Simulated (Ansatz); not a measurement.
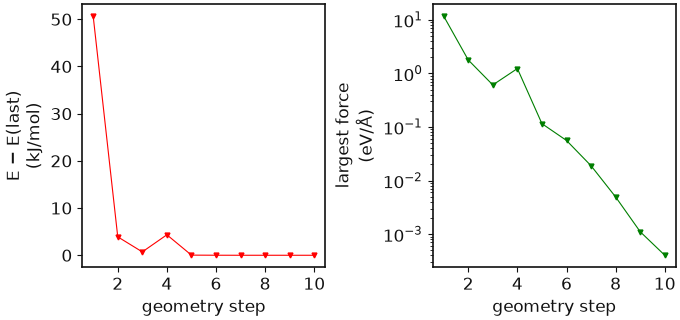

History of a geometry optimisation.

System: CH₂O₂ (SMILES O=CO).
Method: Ansatz, PBE0/def2-SVP, Gaussian basis.

**How did it end, and what did it gain?**

The optimisation met its thresholds at geometry 10, counting the start as the first. The energy fell by about 51 kJ/mol from the first step to the last, with a rise at step 4. The largest force goes from about 12 eV/Å at the start to 4 × 10⁻⁴ eV/Å at the end.
